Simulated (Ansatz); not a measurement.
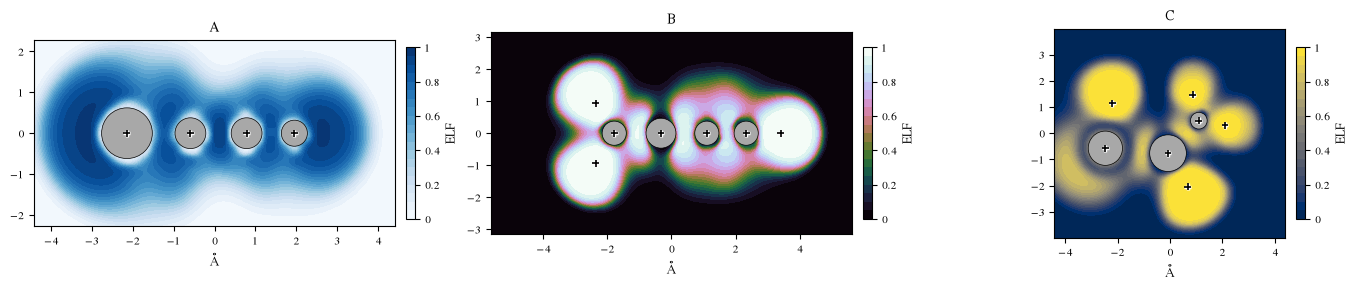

The electron localisation function of 3 systems, each on a plane through atoms (crosses mark nuclei in the plane; grey discs cover the cores).

The calculation used Ansatz, isolated molecule in a Gaussian basis; Kohn-Sham density functional theory, functional PBE0.

System 1: C₃H₃B (SMILES C#C[B+][CH2]) (charge +1, doublet), the molecular plane. Geometry: B3LYP-D3(BJ)/def2-SVP.

```xyz
7

C     1.3912   -2.0197    1.0316
C    -0.7582   -0.7348   -0.4131
C    -1.6716   -0.1875   -1.0262
B     0.3061   -1.3714    0.3020
H     1.2110   -2.6078    1.9433
H     2.4384   -1.9492    0.7029
H    -2.4775    0.2956   -1.5671
```

System 2: H₄NSbSi, the molecular plane. Geometry: r2SCAN-D4/def2-SVP; core potentials replace the inner electrons of Sb.

```yaml
atoms:
  - { symbol: N, position_ang: [-0.1851, 0.9358, 0.3092] }
  - { symbol: Sb, position_ang: [2.0201, 2.2877, -2.3586] }
  - { symbol: Si, position_ang: [0.3628, 0.9108, -1.3081] }
  - { symbol: H, position_ang: [-0.8974, 0.3102, 0.6702] }
  - { symbol: H, position_ang: [0.1717, 1.5812, 1.0060] }
  - { symbol: H, position_ang: [-0.4080, -0.1714, -1.9882] }
  - { symbol: H, position_ang: [2.1870, 3.0489, -0.8174] }
```

System 3: C₂NP, a plane that holds the molecular axis. Geometry: B3LYP-D3(BJ)/def2-SVP.

```json
{"atom": "C", "x (Å)": "0.0000", "y (Å)": "0.0000", "z (Å)": "-0.5911"}
{"atom": "C", "x (Å)": "0.0000", "y (Å)": "0.0000", "z (Å)": "0.7831"}
{"atom": "N", "x (Å)": "0.0000", "y (Å)": "0.0000", "z (Å)": "1.9511"}
{"atom": "P", "x (Å)": "0.0000", "y (Å)": "0.0000", "z (Å)": "-2.1431"}
```

Q: Which map belongs to which system?

A: Panel A is system 3, C₂NP: the plane holds C, N and P. C–N (1.17 Å): the ELF peaks at about 0.85 between the atoms: a short, multiple covalent bond. Panel B is system 1, C₃H₃B: the plane holds C, B and H. C–C (1.23 Å): the ELF peaks at about 0.85 between the atoms; a multiple bond. Panel C is system 2, H₄NSbSi: the plane holds N, Sb, Si and H. Si–N (1.71 Å): the ELF peaks at about 0.90 between the atoms, as expected for a shared but strongly polarised pair.
